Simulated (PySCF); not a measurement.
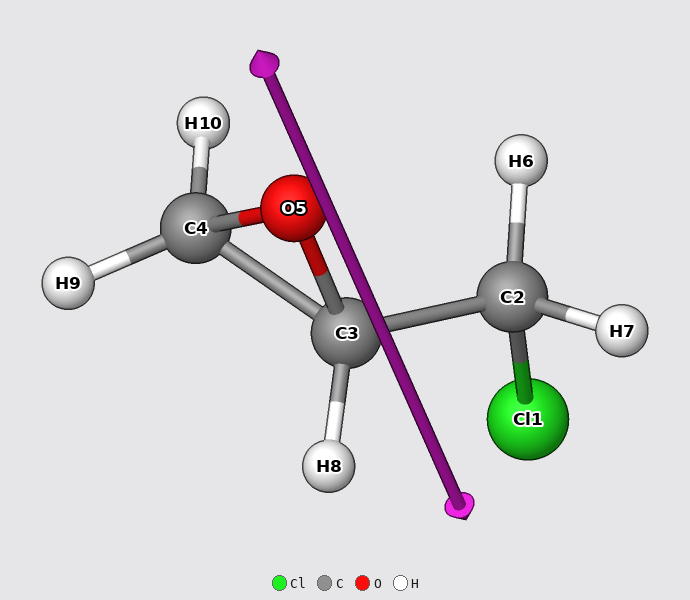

The double arrow shows the direction of the transition dipole to excited singlet state 9 (its length means nothing). The computed structure is the end point of a PBE0-D3(BJ)/def2-SVP optimisation. No frequency run is at hand to confirm it as a minimum. Properties computed with TDDFT PBE0/6-31+G*, vertical, gas phase, core orbitals frozen in the response (PySCF 2.14.0).

**How is the transition polarised?**

Close to the long direction Cl1···O5.

**Where does the transition lie, and how strong is it?**

8.14 eV (152 nm), oscillator strength 0.050, mainly HOMO−3 → LUMO (weight 0.91); transition dipole 1.27 D.
